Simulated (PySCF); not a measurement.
Vertical excitations of a molecule CH8AlNO2Si from TDA-PBE/def2-SVPD (PySCF), as energy in eV (oscillator strength): 4.39 (0.004), 5.76 (0.004), 5.89 (0.005), 6.01 (0.000), 6.15 (0.005), 6.18 (0.004), 6.25 (0.015), 6.43 (0.150), 6.61 (0.057), 6.66 (0.032). Lowest triplet (TDA): 4.21 eV. Geometry: PBE0-D3(BJ)/def2-SVP. One conformer was computed; it need not be the lowest.

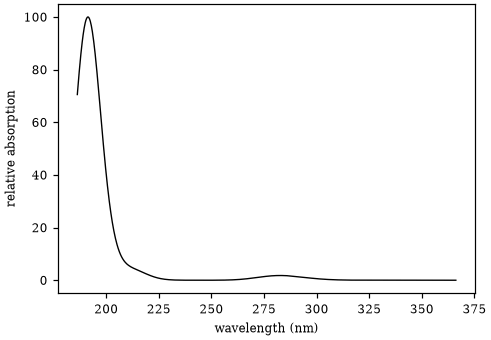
The lines broadened by 0.4 eV.

Question: Identify the compound among the candidates.
A. C[N]([SiH3])[Al]([OH])[OH]
B. N[SiH2][CH2][Al]([OH])[OH]
C. C[SiH2][NH][Al]([OH])[OH]

Answer: A, C[N]([SiH3])[Al]([OH])[OH]
